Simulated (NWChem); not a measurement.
**Si3H8 (trisilane): B3LYP/6-31G(d) (spherical functions)**

Aim: the energy change on altering one bond length of Si3H8 (trisilane) at B3LYP/6-31G* (spherical functions), from 2 runs. 

The calculation is run with NWChem 7.3.0.

3 further runs of the same task are left out: 3 set aside as unsound or not needed. Runs told in other sessions of the task aren't counted.

### 1 The system as given

Si3H8: 11 atoms, total charge 0, spin state singlet. As SMILES, `[SiH3][SiH2][SiH3]`. The coordinates come from a PBE0-D4/def2-TZVP relaxation.

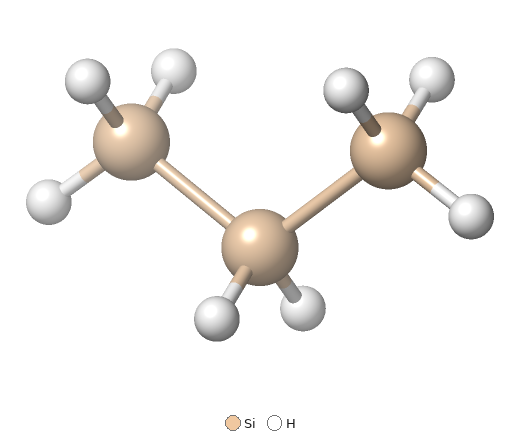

Viewed from a chosen angle; silicon light orange, hydrogen white.

### 2 Energy and gradient at B3LYP/6-31G(d) (spherical functions)

sp.nw reads:

```
start sp
title "H8Si3"
memory 2200 mb
charge 0

geometry units bohr noautosym nocenter noautoz
  Si  -2.44260330   2.58274539  -0.99261644
  Si  -0.87413061  -1.52557590  -0.55996365
  Si   3.08390075  -1.46340391   1.40359408
  H   -4.96213734   2.58461622  -2.23955222
  H   -0.66901974   4.12043443  -2.53992419
  H   -2.68821100   3.77962232   1.53944649
  H   -0.64893195  -2.72150798  -3.09945320
  H   -2.66523193  -3.06286810   0.97583567
  H    2.86473032  -0.29279417   3.95034018
  H    4.88271216   0.06005550  -0.12859586
  H    4.11886596  -4.06132380   1.69087024
end

basis spherical bse
  * library 6-31G*
end

dft
  xc b3lyp
  grid xfine
  convergence energy 1e-08
  iterations 100
  mulliken
end

task dft gradient
```

Launch:

```bash
$ nwchem sp.nw > sp.out
```

The log of the run:

```text
[...]
          Wavefunction type:  closed shell.
          No. of atoms     :    11
          No. of electrons :    50
[...]
          Charge           :     0
          Spin multiplicity:     1
[...]
          AO basis - number of functions:    70
[...]
              XC Information
              --------------
                         B3LYP Method XC Potential
                     Hartree-Fock (Exact) Exchange  0.200
                        Slater Exchange Functional  0.800 local
                    Becke 1988 Exchange Functional  0.720 non-local
              Lee-Yang-Parr Correlation Functional  0.810
                  VWN I RPA Correlation Functional  0.190 local
[...]
 d= 0,ls=0.0,diis     1   -873.2474529821 -1.07D+03  7.94D-03  1.85D-01     3.2
[...]
 d= 0,ls=0.0,diis     8   -873.2774037886 -1.00D-09  1.82D-07  6.87D-11    22.2
         Total DFT energy =     -873.277403788632
      One electron energy =    -1593.372813580254
           Coulomb energy =      592.769248253639
    Exchange-Corr. energy =      -65.791675688642
 Nuclear repulsion energy =      193.117837226625
[...]
      Total Density - Mulliken Population Analysis
     ---------------------------------------------
    Atom       Charge   Shell Charges
 -----------   ------   -------------------------------------------------------
    1 Si  14    13.82   2.00  2.00  5.96  1.02  1.99  0.30  0.43  0.12
    2 Si  14    13.94   2.00  2.00  5.96  1.02  2.03  0.34  0.48  0.11
    3 Si  14    13.82   2.00  2.00  5.96  1.02  1.99  0.30  0.43  0.12
    4 H    1     1.05   0.51  0.54
    5 H    1     1.05   0.51  0.55
    6 H    1     1.05   0.51  0.55
    7 H    1     1.05   0.50  0.54
    8 H    1     1.05   0.50  0.54
    9 H    1     1.05   0.51  0.55
   10 H    1     1.05   0.51  0.55
[...]
  wavefunction    = closed shell
                         DFT ENERGY GRADIENTS
    atom               coordinates                        gradient
                 x          y          z           x          y          z
   1 Si     -2.442603   2.582745  -0.992616    0.001140  -0.000994   0.000480
   2 Si     -0.874131  -1.525576  -0.559964    0.000557   0.000969   0.000358
   3 Si      3.083901  -1.463404   1.403594   -0.001271   0.000765  -0.000566
   4 H      -4.962137   2.584616  -2.239552    0.000560  -0.000589   0.000227
   5 H      -0.669020   4.120434  -2.539924   -0.000012  -0.000799   0.000240
   6 H      -2.688211   3.779622   1.539446    0.000234  -0.000758  -0.000263
   7 H      -0.648932  -2.721508  -3.099453    0.000330   0.000723   0.000456
   8 H      -2.665232  -3.062868   0.975836    0.000514   0.000752   0.000088
   9 H       2.864730  -0.292794   3.950340   -0.000549  -0.000183  -0.000599
  10 H       4.882712   0.060056  -0.128596   -0.000798  -0.000224  -0.000099
  11 H       4.118866  -4.061324   1.690870   -0.000705   0.000338  -0.000321
[...]
```

Wall time 28 s (1 thread of Intel Xeon 6975P-C (Granite Rapids), shared host); peak memory 0.15 GiB.

### 3 The distorted shape: a single-point energy at B3LYP/6-31G(d) (spherical functions)

run.py reads:

```python
from ase import Atoms
from ase.calculators.nwchem import NWChem

system = Atoms(['Si', 'Si', 'Si', 'H', 'H', 'H', 'H', 'H', 'H', 'H', 'H'], positions=[
    [-1.417083, 1.692868, -0.559616],
    [-0.462570, -0.807300, -0.296320],
    [1.631930, -0.774400, 0.742750],
    [-2.750363, 1.693858, -1.219466],
    [-0.478543, 2.506578, -1.378416],
    [-1.547053, 2.326228, 0.780294],
    [-0.343400, -1.440160, -1.640160],
    [-1.410380, -1.620800, 0.516390],
    [1.515950, -0.154940, 2.090430],
    [2.583820, 0.031780, -0.068050],
    [2.179610, -2.149160, 0.894770],
])

calc = NWChem(
    label='test',
    theory='dft',
    memory='2200 mb',
    basis='6-31G*',
    basispar='spherical bse',
    dft={'xc': 'b3lyp', 'mult': '1', 'grid': 'xfine', 'convergence': 'energy 1e-08', 'iterations': '100', 'mulliken': None, 'print': 'low'},
    task='energy',
)
system.calc = calc

print("Total energy (eV):", round(system.get_potential_energy(), 6))
```

Launch:

```bash
$ export ASE_NWCHEM_COMMAND="nwchem PREFIX.nwi > PREFIX.nwo"
$ python run.py
```

The log of the run:

```text
Total energy (eV): -23762.698612
```

The calculator wrote test.nwi:

```
title "test"

permanent_dir test

scratch_dir test

start test

geometry units angstrom nocenter noautosym noautoz
  Si -1.4170830000000001e+00 1.6928680000000000e+00 -5.5961600000000000e-01
  Si -4.6256999999999998e-01 -8.0730000000000002e-01 -2.9631999999999997e-01
  Si 1.6319300000000001e+00 -7.7439999999999998e-01 7.4275000000000002e-01
  H  -2.7503630000000001e+00 1.6938580000000001e+00 -1.2194659999999999e+00
  H  -4.7854300000000000e-01 2.5065780000000002e+00 -1.3784160000000001e+00
  H  -1.5470530000000000e+00 2.3262280000000000e+00 7.8029400000000004e-01
  H  -3.4339999999999998e-01 -1.4401600000000001e+00 -1.6401600000000001e+00
  H  -1.4103800000000000e+00 -1.6208000000000000e+00 5.1639000000000002e-01
  H  1.5159499999999999e+00 -1.5493999999999999e-01 2.0904300000000000e+00
  H  2.5838199999999998e+00 3.1780000000000003e-02 -6.8049999999999999e-02
  H  2.1796099999999998e+00 -2.1491600000000002e+00 8.9476999999999995e-01
end

memory 2200 mb

basis spherical bse noprint
   * library 6-31G*
end

dft
  xc b3lyp
  mult 1
  grid xfine
  convergence energy 1e-08
  iterations 100
  mulliken
  print low
end

task dft energy
```

test.nwo:

```text
Northwest Computational Chemistry Package (NWChem) 7.3.0
             --------------------------------------------------------

           Job information
           ---------------

    nwchem branch   = 7.3.0
    use scalapack   = T
    input           = test.nwi
    prefix          = test.
    data base       = test/test.db
    status          = startup
    nproc           =        1

           Memory information
           ------------------

    heap     =     72089596 doubles =      550.0 Mbytes
    stack    =     72089601 doubles =      550.0 Mbytes
    global   =    144179200 doubles =     1100.0 Mbytes (distinct from heap & stack)
    total    =    288358397 doubles =     2200.0 Mbytes
    verify   = yes
    hardfail = no

           Directory information
           ---------------------

  0 permanent = test
  0 scratch   = test

[... 30 lines left out ...]
            Nuclear Dipole moment (a.u.)
[... 75 lines left out ...]
   convergence    iter        energy       DeltaE   RMS-Dens  Diis-err    time
[... 11 lines left out ...]
         Total DFT energy =     -873.263074155685
      One electron energy =    -1574.295086483565
           Coulomb energy =      583.124478192839
    Exchange-Corr. energy =      -65.730309683611
 Nuclear repulsion energy =      183.637843818652
[... 5 lines left out ...]
     ---------------------------------------------
      Total Density - Mulliken Population Analysis
     ---------------------------------------------

    Atom       Charge   Shell Charges
 -----------   ------   -------------------------------------------------------
    1 Si  14    13.83   2.00  2.00  5.96  1.02  1.91  0.33  0.49  0.11
    2 Si  14    13.95   2.00  2.00  5.96  1.03  1.95  0.39  0.53  0.10
    3 Si  14    13.82   2.00  2.00  5.96  1.02  1.99  0.30  0.43  0.12
[... 7 lines of this table left out ...]
   11 H    1     1.05   0.51  0.55

     -------------------------------------------
      Total Density - Lowdin Population Analysis
     -------------------------------------------

    Atom       Charge   Shell Charges
 -----------   ------   -------------------------------------------------------
    1 Si  14    13.92   2.00  1.98  5.89  0.74  1.73  0.42  1.02  0.14
    2 Si  14    13.98   2.00  1.98  5.89  0.75  1.76  0.42  1.07  0.12
    3 Si  14    13.92   2.00  1.98  5.89  0.73  1.79  0.39  0.99  0.15
[... 7 lines of this table left out ...]
   11 H    1     1.02   0.49  0.53

 Task  times  cpu:       21.0s     wall:       21.0s
 Total times  cpu:       21.0s     wall:       21.0s
```

Wall time 22 s (1 thread of Intel Xeon 6975P-C (Granite Rapids), shared host); peak memory 0.15 GiB.

### 4 Results

Level: B3LYP/6-31G* (spherical functions).

| quantity | value |
| --- | --- |
| first shape: total energy | -873.27740 Eh |
| first shape: dipole moment | 0.09 D |
| first shape: HOMO energy | -7.74 eV |
| first shape: LUMO energy | 0.02 eV |
| first shape: HOMO–LUMO gap | 7.76 eV |
| first shape: largest force on an atom | 0.082 eV/Å |
| distorted shape: total energy | -873.26307 Eh |
| energy change with the Si1–Si2 bond stretched from 2.338 to 2.689 Å | 0.390 eV |

In words: With the Si1–Si2 bond stretched from 2.338 to 2.689 Å the energy rises by 0.39 eV (37.6 kJ/mol). The first shape isn't relaxed at this level, so the change isn't measured from a minimum. Mulliken charges (first shape) run from -0.05 on H4 to +0.18 on Si1; they depend strongly on the basis.
